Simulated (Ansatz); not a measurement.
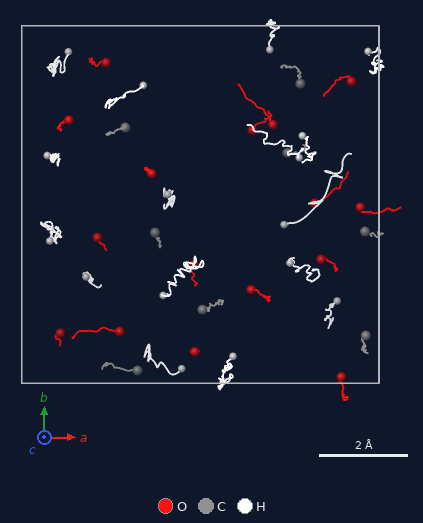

First-principles dynamics of a periodic cell with 8 HCOOH at 1.103 g/cm³, 135 fs long. It starts from the last geometry of an earlier run, with fresh velocities. Lines trace each atom's path, in the colour of its element; spheres stand at the starting positions. Seen along the c axis in the simulation cell.

These are results of Ansatz 0.2.0, DFT PBE, scalar-relativistic, plane waves, PAW, not measurements. Settings: plane-wave cutoff 420 eV; k-point mesh 1 × 1 × 1; Fermi-Dirac smearing 0.02 eV; low-accuracy preset; constant energy (NVE); velocities drawn for 500 K; time step 0.75 fs.

The input:
```yaml
accuracy: low
crystal:
  lattice:
    - [8.215003, 0.0, 0.0]
    - [0.0, 8.215003, 0.0]
    - [0.0, 0.0, 8.215003]
  atoms:
    - { symbol: O, position: [0.2359486, -0.10290209, 0.36119921] }
    - { symbol: C, position: [0.32423597, 0.03570107, 0.38024404] }
    - { symbol: O, position: [0.2742034, 0.14475063, 0.47007943] }
    - { symbol: H, position: [0.13095124, -0.07262993, 0.41942881] }
    - { symbol: H, position: [0.44798356, 0.04064505, 0.32815696] }
    - { symbol: O, position: [0.13209009, 0.73634126, 0.808179] }
    - { symbol: C, position: [0.29001515, 0.71558181, 0.83562747] }
    - { symbol: O, position: [0.36404739, 0.58673265, 0.82993443] }
    - { symbol: H, position: [0.07182775, 0.63720285, 0.76118931] }
    - { symbol: H, position: [0.34039061, 0.83352832, 0.87345215] }
    - { symbol: O, position: [0.70311314, 0.72364625, 0.59331185] }
    - { symbol: C, position: [0.78016935, 0.83816636, 0.51757304] }
    - { symbol: O, position: [0.92245116, 0.84504261, 0.47981083] }
    - { symbol: H, position: [0.77687724, 0.63100618, 0.61547776] }
    - { symbol: H, position: [0.69453946, 0.93321706, 0.48073959] }
    - { symbol: O, position: [0.21182178, 0.40772628, 0.17892431] }
    - { symbol: C, position: [0.37319089, 0.42159346, 0.18992685] }
    - { symbol: O, position: [0.48240486, 0.33212218, 0.14142236] }
    - { symbol: H, position: [0.17992289, 0.29749044, 0.13258272] }
    - { symbol: H, position: [0.40813196, 0.5283846, 0.27537076] }
    - { symbol: O, position: [0.89460959, 0.01755021, 0.89644933] }
    - { symbol: C, position: [0.96309705, 0.1332798, 0.98283454] }
    - { symbol: O, position: [1.10848223, 0.14020218, 1.02688222] }
    - { symbol: H, position: [0.96953356, -0.07164787, 0.87666013] }
    - { symbol: H, position: [0.88302454, 0.23011465, 1.02144348] }
    - { symbol: O, position: [0.48462501, 0.08809559, 0.84351509] }
    - { symbol: C, position: [0.50618215, 0.20568877, 0.73379206] }
    - { symbol: O, position: [0.64248201, 0.26143073, 0.70180807] }
    - { symbol: H, position: [0.59149428, 0.07527961, 0.90627864] }
    - { symbol: H, position: [0.39605797, 0.24551761, 0.6562325] }
    - { symbol: O, position: [0.81932624, 0.50359618, 0.11005417] }
    - { symbol: C, position: [0.74351967, 0.64463045, 0.07511958] }
    - { symbol: O, position: [0.64534645, 0.70832012, 0.16154849] }
    - { symbol: H, position: [0.73441875, 0.44376945, 0.17525238] }
    - { symbol: H, position: [0.78566107, 0.6924684, -0.03717519] }
    - { symbol: O, position: [0.83804736, 0.34639204, 0.4531627] }
    - { symbol: C, position: [0.96093152, 0.42435931, 0.52920077] }
    - { symbol: O, position: [0.94750148, 0.49263474, 0.66147464] }
    - { symbol: H, position: [0.75094362, 0.33636184, 0.53203387] }
    - { symbol: H, position: [1.07882759, 0.39791779, 0.4804837] }
basis:
  ecutwfc: 420.0
kpoints:
  mp_grid: { grid: [1, 1, 1] }
hamiltonian:
  xc: pbe
scf:
  occupations: { method: fermi_dirac, width: 0.02 }
  lower_state_search: "off"
md:
  timestep: 0.75
  n_steps: 180
  ensemble: nve
  temperature: 500.0
  initial_velocities: maxwell_boltzmann
  seed: 922672
```

Command:
```bash
ansatz run input.yaml --threads 1 --pin off --max-ram 3072MiB --backend cpu --events-out ev --progress --plain --runs-dir out
```

> How do the atoms move?

In the second half of the run the atoms are, in the root-mean-square, this far from where they began (common drift taken out): H 0.95 Å, O 0.59 Å, C 0.55 Å. The heavy atoms stay within a fraction of a molecule's size of their starting places, while the hydrogen atoms travel further, as molecules turn; so short a run doesn't tell a liquid from a solid. The total energy stays between −0.18 and 0.3 meV per atom of its start. A straight-line fit has a slope that amounts to +0.00032 meV per atom over 135 fs (under 0.1 % of the mean kinetic energy), and the ripple about it is 1.6 % of the kinetic energy's fluctuation. With a drift under 2 % and a ripple under 7 %, the integration is accurate.

Limits of the set-up: the program's low-accuracy preset was used; the periodic images lie only 8.2 Å apart, so the values are limited by the cell's size.

The run took 9.3 min on 1 thread of Arm Neoverse V2 (shared host), peak memory 0.55 GiB.
